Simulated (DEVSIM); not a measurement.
Structure: abrupt Si p-n junction, at 300 K.

| layer (left to right) | material | thickness (μm) | Nd (cm⁻³) | Na (cm⁻³) | τn (s) | τp (s) |
|---|---|---|---|---|---|---|
| 1 | Si | 0.300 | - | 4e18 | 2.7e-5 | 2.7e-6 |
| 2 | Si | 6.70 | 6.3e14 | - | 2.7e-6 | 2.7e-6 |

Left contact: ohmic. Right contact: ohmic. Voltage is applied to the left contact. Recombination: SRH at mid-gap, Auger. Mobility is μmin + (μ − μmin)/(1 + (N/Nref)^α).

The device is made up for the run: typed textbook-type constants, with dimensions and the other settings drawn at random. Values at 300 K.

```tsv
parameter	Si
gap (eV)	1.124
affinity (eV)	4.05
permittivity	11.7
Nc (cm⁻³)	2.86e19
Nv (cm⁻³)	3.1e19
μn (cm²/Vs)	1417
μp (cm²/Vs)	470
μn,min	52
μp,min	45
Nref,n	9.7e16
Nref,p	2.2e17
αn	0.68
αp	0.72
Cn (cm⁶/s)	2.8e-31
Cp (cm⁶/s)	9.9e-32
```

DEVSIM, 1D drift-diffusion, Boltzmann statistics, complete ionisation; no tunnelling, impact ionisation, image-force lowering or self-heating.

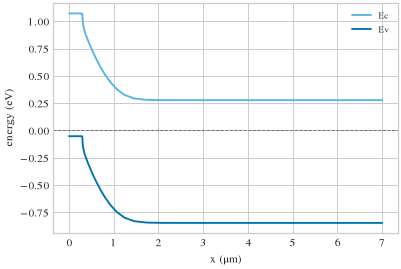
*Band edges at zero bias*

Energies count from the Fermi level of the right contact; mesh points crowd at the junctions.

```json
[
 {"x (μm)": "0.000", "Ec (eV)": "1.071", "Ev (eV)": "-0.053", "n (cm⁻³)": "< 1e2", "p (cm⁻³)": "4.0e18", "field (V/cm)": "≈ 0"},
 {"x (μm)": "0.01926", "Ec (eV)": "1.071", "Ev (eV)": "-0.053", "n (cm⁻³)": "< 1e2", "p (cm⁻³)": "4.0e18", "field (V/cm)": "≈ 0"},
 {"x (μm)": "0.05417", "Ec (eV)": "1.071", "Ev (eV)": "-0.053", "n (cm⁻³)": "< 1e2", "p (cm⁻³)": "4.0e18", "field (V/cm)": "≈ 0"},
 {"x (μm)": "0.1096", "Ec (eV)": "1.071", "Ev (eV)": "-0.053", "n (cm⁻³)": "< 1e2", "p (cm⁻³)": "4.0e18", "field (V/cm)": "≈ 0"},
 {"x (μm)": "0.2101", "Ec (eV)": "1.071", "Ev (eV)": "-0.053", "n (cm⁻³)": "< 1e2", "p (cm⁻³)": "4.0e18", "field (V/cm)": "≈ 0"},
 {"x (μm)": "0.2601", "Ec (eV)": "1.071", "Ev (eV)": "-0.053", "n (cm⁻³)": "< 1e2", "p (cm⁻³)": "4.0e18", "field (V/cm)": "≈ 0"},
 {"x (μm)": "0.2876", "Ec (eV)": "1.071", "Ev (eV)": "-0.053", "n (cm⁻³)": "< 1e2", "p (cm⁻³)": "4.0e18", "field (V/cm)": "-440"},
 {"x (μm)": "0.3106", "Ec (eV)": "0.983", "Ev (eV)": "-0.141", "n (cm⁻³)": "890", "p (cm⁻³)": "1.3e17", "field (V/cm)": "-34000"},
 {"x (μm)": "0.3424", "Ec (eV)": "0.918", "Ev (eV)": "-0.206", "n (cm⁻³)": "11000", "p (cm⁻³)": "1.1e16", "field (V/cm)": "-14000"},
 {"x (μm)": "0.3981", "Ec (eV)": "0.852", "Ev (eV)": "-0.272", "n (cm⁻³)": "140000", "p (cm⁻³)": "8.2e14", "field (V/cm)": "-11000"},
 {"x (μm)": "0.5004", "Ec (eV)": "0.750", "Ev (eV)": "-0.374", "n (cm⁻³)": "7100000", "p (cm⁻³)": "1.6e13", "field (V/cm)": "-9300"},
 {"x (μm)": "0.8018", "Ec (eV)": "0.513", "Ev (eV)": "-0.611", "n (cm⁻³)": "6.9e10", "p (cm⁻³)": "1.7e9", "field (V/cm)": "-6400"},
 {"x (μm)": "1.242", "Ec (eV)": "0.325", "Ev (eV)": "-0.799", "n (cm⁻³)": "1.0e14", "p (cm⁻³)": "1200000", "field (V/cm)": "-2200"},
 {"x (μm)": "2.050", "Ec (eV)": "0.278", "Ev (eV)": "-0.846", "n (cm⁻³)": "6.2e14", "p (cm⁻³)": "190000", "field (V/cm)": "-29"},
 {"x (μm)": "4.269", "Ec (eV)": "0.277", "Ev (eV)": "-0.847", "n (cm⁻³)": "6.3e14", "p (cm⁻³)": "180000", "field (V/cm)": "≈ 0"},
 {"x (μm)": "5.524", "Ec (eV)": "0.277", "Ev (eV)": "-0.847", "n (cm⁻³)": "6.3e14", "p (cm⁻³)": "180000", "field (V/cm)": "≈ 0"},
 {"x (μm)": "6.207", "Ec (eV)": "0.277", "Ev (eV)": "-0.847", "n (cm⁻³)": "6.3e14", "p (cm⁻³)": "180000", "field (V/cm)": "≈ 0"},
 {"x (μm)": "6.597", "Ec (eV)": "0.277", "Ev (eV)": "-0.847", "n (cm⁻³)": "6.3e14", "p (cm⁻³)": "180000", "field (V/cm)": "≈ 0"},
 {"x (μm)": "6.834", "Ec (eV)": "0.277", "Ev (eV)": "-0.847", "n (cm⁻³)": "6.3e14", "p (cm⁻³)": "180000", "field (V/cm)": "≈ 0"},
 {"x (μm)": "6.921", "Ec (eV)": "0.277", "Ev (eV)": "-0.847", "n (cm⁻³)": "6.3e14", "p (cm⁻³)": "180000", "field (V/cm)": "≈ 0"},
 {"x (μm)": "6.970", "Ec (eV)": "0.277", "Ev (eV)": "-0.847", "n (cm⁻³)": "6.3e14", "p (cm⁻³)": "180000", "field (V/cm)": "≈ 0"},
 {"x (μm)": "7.000", "Ec (eV)": "0.277", "Ev (eV)": "-0.847", "n (cm⁻³)": "6.3e14", "p (cm⁻³)": "180000", "field (V/cm)": "≈ 0"}
]
```
